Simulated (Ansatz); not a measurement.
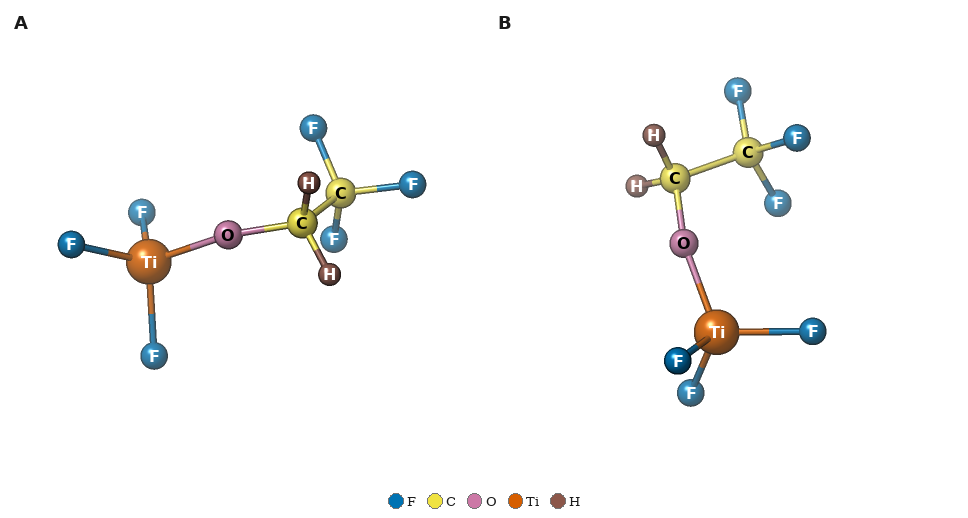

Distant atoms are faded towards the background colour. The species is neutral and a spin singlet. Computed geometry: PBE0-D4/def2-TZVP optimisation.

### How are A and B related: the same structure turned, mirror images, conformers, diastereomers or constitutional isomers?

They are mirror images that no rotation superimposes: the geometry of C2H2F6OTi is chiral (C1). Their energies are equal.
